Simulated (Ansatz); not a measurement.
# A computed series for TiSi2: response to strain

The reference is TiSi$_{2}$ (space group Fddd, No. 70; a = 4.760 Å, b = 8.180 Å, c = 8.500 Å). Axes: x, y, z lie along a, b, c of the conventional cell.

Strains are applied to the cell and any free atomic positions relax; under biaxial strain the out-of-plane vector relaxes too.

Computed with Ansatz (a quantum-chemistry and plane-wave program) PBEsol, no SOC.

Notes on the quantities. pressure: mean of the normal stresses, compression positive.

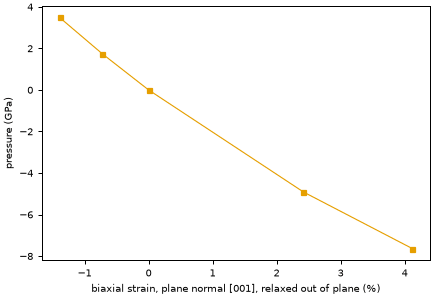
Fig. 1. Pressure against biaxial strain, plane normal [001], relaxed out of plane

Task: From the plot, what is the pressure for biaxial strain −0.72 %, plane normal [001], relaxed out of plane?

Result: About 1.7 GPa.

Task: Is the trend monotonic over the range shown?

Result: Yes, it falls throughout, spanning -7.6 GPa to 3.5 GPa.

Without a gap, meshes like the base's 13×13×13 leave anisotropic stresses uncertain by several tenths of a GPa, and small strain energies with them. Whether these cells are dynamically stable was not tested. All final runs are without spin polarisation.
